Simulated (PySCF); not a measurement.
# C₅H₆BFO: excited states, first hyperpolarisability

Wanted: excited states, first hyperpolarisability for C₅H₆BFO (`CB(C)c1c(F)c1=O`).

Computed with PySCF 2.14.0 and routines of our own; the level stands in each step. Atoms count from 0.

## (1) The system as given

14 atoms, charge 0, multiplicity 1; geometry from: GFN2-xTB.

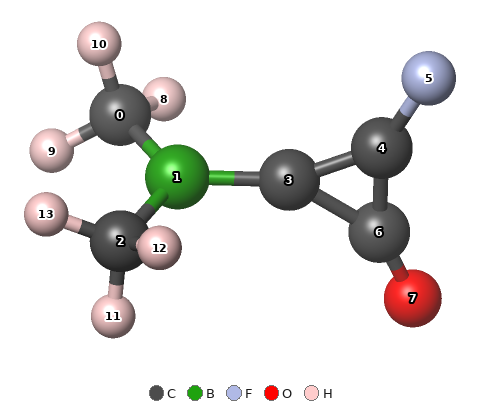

The starting geometry (carbon dark grey, boron green, fluorine light blue, oxygen red, hydrogen pink).

## (2) Optimising the geometry at PBE0-D3(BJ)/def2-SVP

What the job is given:

```
{"job": {"xc": "PBE0", "basis": "def2-SVP", "d3": "d3bj", "grid": 2, "kind": "geom"}, "charge": 0, "multiplicity": 1}
C     -1.003540     1.487280    -0.417668
B     -0.441118     0.081222     0.023915
C     -1.399703    -1.144975     0.278765
C      1.052451    -0.123519     0.129266
C      2.257984    -0.114705     0.752824
F      2.818521     0.162277     1.917594
C      2.299761    -0.546736    -0.567262
O      2.807871    -0.949162    -1.565164
H     -0.276722     2.105994    -0.936887
H     -1.888860     1.398523    -1.042366
H     -1.310050     2.037554     0.472118
H     -1.480586    -1.710746    -0.649811
H     -1.029280    -1.838572     1.029483
H     -2.407408    -0.844909     0.553028
```

Started as:

```console
$ OMP_NUM_THREADS=1 python excited_run.py task.json out
```

One launch serves the whole session: the jobs run in the order shown.

The program printed:

```text
step   0  E = -393.26388599  max force = 0.029812
step   1  E = -393.26603142  max force = 0.003717
step   2  E = -393.26628560  max force = 0.001901
step   3  E = -393.26640582  max force = 0.002107
step   4  E = -393.26642547  max force = 0.001979
step   5  E = -393.26644698  max force = 0.001572
step   6  E = -393.26647379  max force = 0.000941
step   7  E = -393.26648364  max force = 0.000655
step   8  E = -393.26648935  max force = 0.000556
step   9  E = -393.26649126  max force = 0.000690
step  10  E = -393.26649182  max force = 0.000687
step  11  E = -393.26649314  max force = 0.000698
step  12  E = -393.26649530  max force = 0.000519
step  13  E = -393.26649646  max force = 0.000318
optimisation converged
```

It took 1.8 min on 1 thread of Arm Neoverse V2, shared host; peak memory 0.71 GiB.

The steps of the relaxation:

```tsv
step	energy from step 0 (eV)	largest force component (eV/Å)
0	0.0000	1.5330
1	-0.0584	0.1911
2	-0.0653	0.0978
3	-0.0686	0.1083
4	-0.0691	0.1018
5	-0.0697	0.0808
6	-0.0704	0.0484
7	-0.0707	0.0337
8	-0.0708	0.0286
9	-0.0709	0.0355
10	-0.0709	0.0353
11	-0.0709	0.0359
12	-0.0710	0.0267
13	-0.0710	0.0164
```

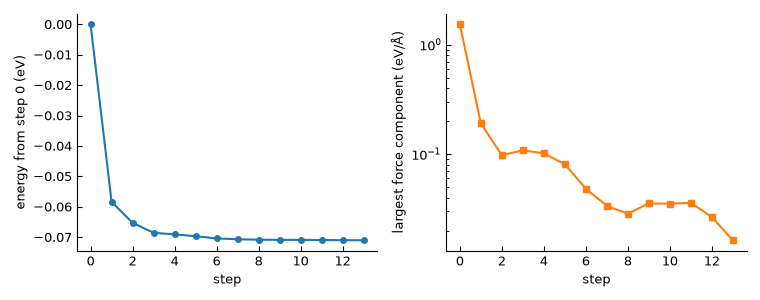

Energy and force, step by step.

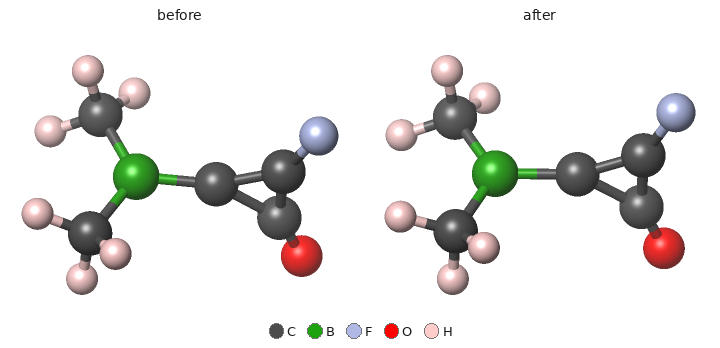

Before and after, at one scale.

Close pairs (by a distance rule), those that changed most:

```tsv
bond	before (Å)	after (Å)	change (Å)
B1–C3	1.511	1.546	+0.035
C0–H10	1.090	1.109	+0.019
C2–H11	1.090	1.109	+0.018
C3–C4	1.357	1.339	-0.018
C4–F5	1.322	1.307	-0.015
C2–H13	1.087	1.100	+0.013
C0–H9	1.087	1.100	+0.013
C0–H8	1.087	1.099	+0.013
```

The final coordinates are the input of the step that follows.

```tsv
at the end point	value
point group (found at 0.08 Å tolerance)	C1
rotational constants (GHz, main isotopes)	2.576, 1.267, 1.078
dipole moment (D)	3.71
```

## (3) Excited states: TDA CAM-B3LYP/def2-TZVP

What the job is given:

```
{"job": {"kind": "states", "xc": "CAM-B3LYP", "basis": "def2-TZVP", "tda": true, "soc": true, "nstates": 6, "ntriplets": 5, "nquad": 4}, "charge": 0, "multiplicity": 1}
C     -1.109649     1.376744    -0.511201
B     -0.466387     0.050105     0.015485
C     -1.311271    -1.223825     0.354260
C      1.071299    -0.027181     0.155336
C      2.263367     0.120892     0.747108
F      2.782114     0.557304     1.865011
C      2.335226    -0.438188    -0.528260
O      2.840262    -0.909435    -1.503063
H     -0.451119     1.992869    -1.139585
H     -2.074902     1.219944    -1.015378
H     -1.325675     1.974889     0.396975
H     -1.296826    -1.837933    -0.568607
H     -0.890579    -1.856416     1.149154
H     -2.367450    -1.001817     0.566382
```

Method: TDA CAM-B3LYP/def2-TZVP excited states, vertical, gas phase, spin-orbit mean-field couplings.

The program printed:

```text
coarse grid: 12408 points
cycle   1  E = -393.7793921625  dE =  1.550e+00  |g| = 9.885e-01  |ddm| = 3.201e+00
cycle   2  E = -393.4093338516  dE =  3.701e-01  |g| = 1.758e+00  |ddm| = 3.025e+00
cycle   3  E = -393.9678351014  dE = -5.585e-01  |g| = 1.553e-01  |ddm| = 2.119e+00
cycle   4  E = -393.9716780957  dE = -3.843e-03  |g| = 8.028e-02  |ddm| = 1.815e-01
cycle   5  E = -393.9728313974  dE = -1.153e-03  |g| = 1.804e-02  |ddm| = 7.641e-02
cycle   6  E = -393.9728967328  dE = -6.534e-05  |g| = 5.291e-03  |ddm| = 1.768e-02
cycle   7  E = -393.9729045075  dE = -7.775e-06  |g| = 1.246e-03  |ddm| = 8.039e-03
final grid: 122296 points
cycle   8  E = -393.9664853034  dE = -4.509e-05  |g| = 4.747e-03  |ddm| = 5.176e-02
cycle   9  E = -393.9664853801  dE = -7.671e-08  |g| = 4.873e-03  |ddm| = 6.344e-03
cycle  10  E = -393.9664899687  dE = -4.589e-06  |g| = 1.102e-03  |ddm| = 4.203e-03
cycle  11  E = -393.9664901664  dE = -1.977e-07  |g| = 2.672e-04  |ddm| = 1.034e-03
cycle  12  E = -393.9664901815  dE = -1.518e-08  |g| = 6.278e-05  |ddm| = 4.591e-04
cycle  13  E = -393.9664901826  dE = -1.004e-09  |g| = 2.233e-05  |ddm| = 9.754e-05
cycle  14  E = -393.9664901827  dE = -1.904e-10  |g| = 1.066e-05  |ddm| = 6.798e-05
converged SCF energy = -393.9664901827

Singlet excitations
state   eV       nm        f     d(h-e)  d(exc)  Lambda  PR(NTO)  |dmu|/D   mu/D   main configurations
  1   5.0994   243.1   0.00149   1.005   2.571   0.491   1.021    2.515    1.492   H->L+1 0.87
  2   5.3770   230.6   0.04877   2.043   3.310   0.418   1.115    6.094    2.668   H->L 0.86
  3   5.8890   210.5   0.00183   1.255   3.029   0.382   1.020    4.162    1.746   H-1->L 0.90
  4   6.3524   195.2   0.00068   0.558   2.246   0.457   1.050    1.233    3.387   H->L+4 0.81, H->L+5 0.09
  5   6.8274   181.6   0.00783   1.157   3.314   0.318   1.069                     H->L+2 0.69, H->L+3 0.22
  6   7.0197   176.6   0.00017   0.315   2.712   0.506   1.037                     H-2->L 0.88

Triplet excitations (Tamm-Dancoff)
state   eV     d(h-e)  d(exc)  Lambda  PR(NTO)   main configurations
  1   4.6033   0.957   2.513   0.491   1.021   H->L+1 0.87
  2   4.9018   1.900   3.188   0.428   1.173   H->L 0.82
  3   5.0667   0.648   2.426   0.693   1.200   H-1->L+1 0.81
  4   5.5919   0.752   2.839   0.405   1.035   H-1->L 0.76, H-2->L 0.19
  5   5.9061   0.536   2.186   0.456   1.056   H->L+4 0.82, H->L+5 0.09
S1 - T1 = 0.4961 eV

Spin-orbit couplings |<S|Hso|T>| (cm-1)
             T1       T2       T3       T4       T5
S0       33.087   13.952    3.918    4.331   41.641
S1        1.539    6.741   23.566    1.350    2.181
S2        8.279    2.223    2.526   17.066   11.369
S3        3.885   18.615    6.743    0.627    0.307
S4        1.516   10.250    2.680    0.445    0.259
S5        4.360    2.600    0.643    0.596    9.659
S6        4.897   14.962    5.410    0.179    0.427
T1 sublevels (cm-1): 0.000 0.004 0.171   radiative rates (1/s): 3.37 31.3 41
```

Run time: 64 s. Hardware: 1 thread of Arm Neoverse V2, shared host; peak memory 1.2 GiB.

In short:

```tsv
quantity	value
S1 less T1	0.50 eV
```

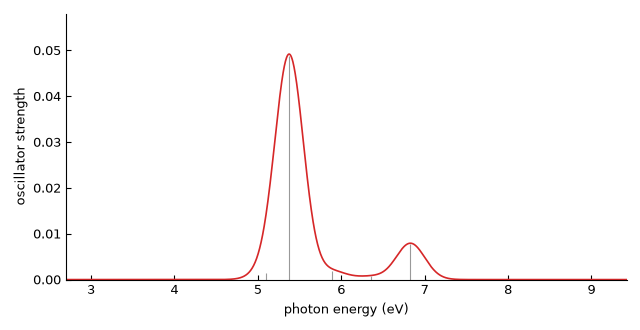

Absorption lines of the singlets. Lines are broadened to a width of 0.40 eV (Gaussian).

## (4) Excited states: TDDFT CAM-B3LYP/aug-cc-pVDZ

Settings changed since step 3:

```diff
@@ -1,2 +1,2 @@
-{"job": {"kind": "states", "xc": "CAM-B3LYP", "basis": "def2-TZVP", "tda": true, "soc": true, "nstates": 6, "ntriplets": 5, "nquad": 4}, "charge": 0, "multiplicity": 1}
+{"job": {"kind": "states", "xc": "CAM-B3LYP", "basis": "aug-cc-pVDZ", "tpa": true, "nstates": 8, "nquad": 6, "ntriplets": 0}, "charge": 0, "multiplicity": 1}
 C     -1.109649     1.376744    -0.511201
```

Level: TDDFT CAM-B3LYP/aug-cc-pVDZ excited states, vertical, gas phase, two-photon moments by quadratic response.

The program printed:

```text
coarse grid: 12408 points
cycle   1  E = -393.6510822102  dE =  1.594e+00  |g| = 9.293e-01  |ddm| = 1.005e+01
cycle   2  E = -393.3035936313  dE =  3.475e-01  |g| = 1.664e+00  |ddm| = 4.049e+00
cycle   3  E = -393.8309150771  dE = -5.273e-01  |g| = 1.382e-01  |ddm| = 2.618e+00
cycle   4  E = -393.8341292804  dE = -3.214e-03  |g| = 7.292e-02  |ddm| = 3.542e-01
cycle   5  E = -393.8351896597  dE = -1.060e-03  |g| = 1.590e-02  |ddm| = 1.453e-01
cycle   6  E = -393.8352456417  dE = -5.598e-05  |g| = 4.774e-03  |ddm| = 4.202e-02
cycle   7  E = -393.8352525885  dE = -6.947e-06  |g| = 1.136e-03  |ddm| = 1.432e-02
final grid: 122296 points
cycle   8  E = -393.8497573583  dE = -1.857e-05  |g| = 3.891e-03  |ddm| = 1.188e-01
cycle   9  E = -393.8497578664  dE = -5.081e-07  |g| = 3.810e-03  |ddm| = 1.999e-02
cycle  10  E = -393.8497609893  dE = -3.123e-06  |g| = 7.936e-04  |ddm| = 7.976e-03
cycle  11  E = -393.8497611024  dE = -1.131e-07  |g| = 1.739e-04  |ddm| = 1.246e-03
cycle  12  E = -393.8497611100  dE = -7.635e-09  |g| = 7.105e-05  |ddm| = 6.069e-04
cycle  13  E = -393.8497611113  dE = -1.325e-09  |g| = 1.912e-05  |ddm| = 1.646e-04
cycle  14  E = -393.8497611115  dE = -1.355e-10  |g| = 9.038e-06  |ddm| = 6.403e-05
converged SCF energy = -393.8497611115

Singlet excitations
state   eV       nm        f     d(h-e)  d(exc)  Lambda  PR(NTO)  |dmu|/D   mu/D   delta(TPA)   sigma/GM   main configurations
  1   5.0500   245.5   0.00164   1.011   2.613   0.382   1.021    2.570    1.516        9.12      0.085   H->L+2 0.62, H->L+5 0.21
  2   5.3190   233.1   0.04539   2.026   3.329   0.400   1.119    6.179    2.635      260.39      2.699   H->L 0.85
  3   5.8585   211.6   0.00188   1.224   3.037   0.381   1.027    4.040    1.664        0.76      0.010   H-1->L 0.89
  4   6.1701   200.9   0.00861   0.923   3.732   0.206   1.034    2.243    3.994      101.01      1.409   H->L+1 0.52, H->L+3 0.27
  5   6.2745   197.6   0.00039   0.562   2.309   0.320   1.046    1.273    3.455        1.57      0.023   H->L+13 0.41, H->L+11 0.24, H->L+12 0.16
  6   6.8949   179.8   0.16132   0.600   2.842   0.537   1.806    1.381    2.722       12.74      0.222   H-1->L+2 0.59, H-1->L+5 0.14, H-3->L 0.12
  7   6.9729   177.8   0.00648   0.337   2.792   0.484   1.164                                            H-2->L 0.81
  8   7.0926   174.8   0.00985   0.794   3.733   0.243   1.141                                            H-1->L+1 0.55, H-1->L+3 0.26
```

Run time: 62 s. Hardware: 1 thread of Arm Neoverse V2, shared host; peak memory 1 GiB.

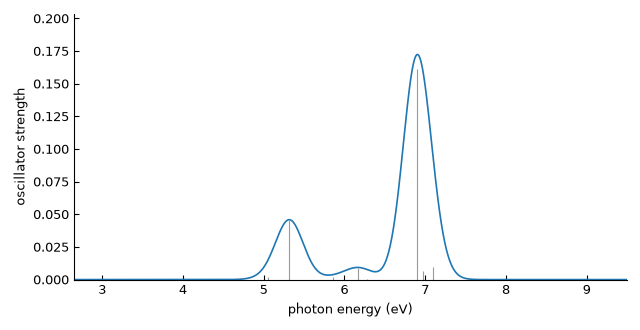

Absorption lines of the singlets. Lines are broadened to a width of 0.40 eV (Gaussian).

## (5) First hyperpolarisability: quadratic response CAM-B3LYP/aug-cc-pVDZ

Settings changed since step 4:

```diff
@@ -1,2 +1,2 @@
-{"job": {"kind": "states", "xc": "CAM-B3LYP", "basis": "aug-cc-pVDZ", "tpa": true, "nstates": 8, "nquad": 6, "ntriplets": 0}, "charge": 0, "multiplicity": 1}
+{"job": {"kind": "beta", "xc": "CAM-B3LYP", "basis": "aug-cc-pVDZ"}, "charge": 0, "multiplicity": 1}
 C     -1.109649     1.376744    -0.511201
```

Level: quadratic response CAM-B3LYP/aug-cc-pVDZ first hyperpolarisability, Taylor convention, gas phase.

The program printed:

```text
coarse grid: 12408 points
cycle   1  E = -393.6510822102  dE =  1.594e+00  |g| = 9.293e-01  |ddm| = 1.005e+01
cycle   2  E = -393.3035936313  dE =  3.475e-01  |g| = 1.664e+00  |ddm| = 4.049e+00
cycle   3  E = -393.8309150771  dE = -5.273e-01  |g| = 1.382e-01  |ddm| = 2.618e+00
cycle   4  E = -393.8341292804  dE = -3.214e-03  |g| = 7.292e-02  |ddm| = 3.542e-01
cycle   5  E = -393.8351896597  dE = -1.060e-03  |g| = 1.590e-02  |ddm| = 1.453e-01
cycle   6  E = -393.8352456417  dE = -5.598e-05  |g| = 4.774e-03  |ddm| = 4.202e-02
cycle   7  E = -393.8352525885  dE = -6.947e-06  |g| = 1.136e-03  |ddm| = 1.432e-02
final grid: 122296 points
cycle   8  E = -393.8497573583  dE = -1.857e-05  |g| = 3.891e-03  |ddm| = 1.188e-01
cycle   9  E = -393.8497578664  dE = -5.081e-07  |g| = 3.810e-03  |ddm| = 1.999e-02
cycle  10  E = -393.8497609893  dE = -3.123e-06  |g| = 7.936e-04  |ddm| = 7.976e-03
cycle  11  E = -393.8497611024  dE = -1.131e-07  |g| = 1.739e-04  |ddm| = 1.246e-03
cycle  12  E = -393.8497611100  dE = -7.635e-09  |g| = 7.105e-05  |ddm| = 6.069e-04
cycle  13  E = -393.8497611113  dE = -1.325e-09  |g| = 1.912e-05  |ddm| = 1.646e-04
cycle  14  E = -393.8497611115  dE = -1.355e-10  |g| = 9.038e-06  |ddm| = 6.403e-05
converged SCF energy = -393.8497611115

Lowest singlets (eV, f): 5.0500 0.0016  5.3190 0.0454  5.8585 0.0019

First hyperpolarisability (au)
process     nm      |vector|   parallel      HRS      DR
static         -      293.85    -168.57     123.25   4.793
shg       1907.0      313.07    -179.88     131.28   4.792
eope      1907.0      300.02     -172.2          -       -
shg       1064.0      364.91    -210.33      152.9   4.796
eope      1064.0      314.52    -180.73          -       -
```

Wall time 49 s (1 thread of Arm Neoverse V2, shared host); peak memory 0.92 GiB.

## (6) Summary of results

| quantity | value |
| --- | --- |
| point group | C1 |
| rotational constants (main isotopes) | 2.58, 1.27, 1.08 GHz |
| S1 less T1 (step 3, TDA CAM-B3LYP/def2-TZVP) | 0.50 eV |
| β vector (step 5, quadratic response CAM-B3LYP/aug-cc-pVDZ) | static 294, SHG 1907.0 nm 313, SHG 1064.0 nm 365 au |

Relaxing lowered the energy by 0.071 eV in 13 steps; the close pair that moved most is B1–C3, from 1.511 to 1.546 Å. In step 3, the number of triplets below S1 is 3, and the largest singlet-triplet spin-orbit coupling is S0–T5, 41.64 cm⁻¹. β grows from 294 au (static) to 365 au for doubling at 1064.0 nm: normal dispersion, which grows as twice the photon energy moves toward the bright states.
